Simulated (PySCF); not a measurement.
C4H4Si: single-point calculation

- system: C4H4Si, SMILES C#C[SiH2]C#C
- method: HF/3-21G, RHF (PySCF 2.14.0)

The geometry comes from this level: PBE0-D4/def2-TZVP.

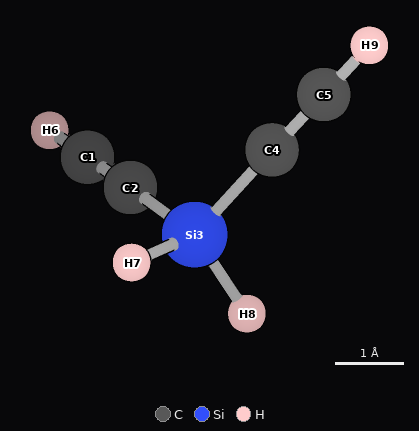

Figure 1. The structure as given in the input (ball-and-stick view, seen at a tilt; atoms are numbered from 1 in the order of the input). Bond lengths as drawn: C–C 1.21 Å, C–H 1.07 Å, C–Si 1.82 Å and H–Si 1.48 Å.

The input (calc.py)
```python
from pyscf import gto, scf

molecule = gto.M(
    atom='''
C      3.753185    -0.128501     3.199306
C      2.352709    -0.601311     1.466050
Si     0.263617    -1.348887    -1.164827
C     -2.367638     0.868518    -1.225298
C     -4.120737     2.321906    -1.288226
H      4.988121     0.294041     4.733953
H      1.693384    -1.155379    -3.563646
H     -0.726789    -3.948205    -0.850566
H     -5.668800     3.609944    -1.339060
''',
    unit='bohr',
    basis='3-21g',
    verbose=3,
    max_memory=1860,
    spin=0,
)

mf = scf.RHF(molecule)
mf.conv_tol = 1e-10
mf.kernel()
if not mf.converged:
    mf = mf.newton().run(mf.mo_coeff, mf.mo_occ)

e_final = mf.e_tot
print('E = %.10f Eh' % e_final)
```

Run on 1 thread of Intel Xeon @ 2.70GHz, 189 GiB of memory available, shared host.

Command:
```bash
OMP_NUM_THREADS=1 python calc.py
```

The program's output
```
converged SCF energy = -440.24245297187
E = -440.2424529719 Eh
```

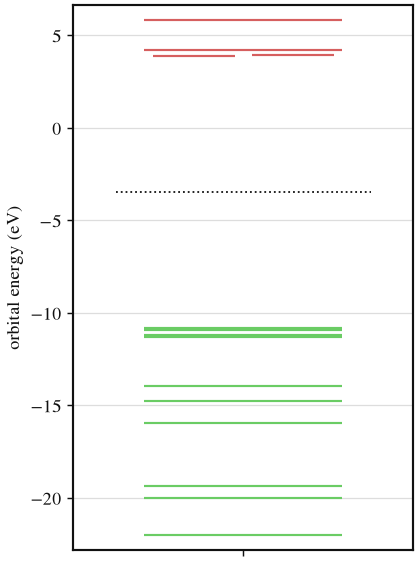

Figure 2. Orbital energies near the frontier; the dotted line parts filled from empty levels, and levels within 0.02 eV of each other stand side by side. Highest filled −10.82 eV, lowest empty 3.91 eV, 14.73 eV apart.

Results in brief

| quantity | value |
| --- | --- |
| outcome | converged |
| total energy | −440.242453 hartree |
| basis functions | 57 |
| HOMO | −10.82 eV |
| LUMO | 3.91 eV |
| dipole moment | 0.69 D |
| wall time | 0.87 s |
| peak memory | 0.11 GiB |
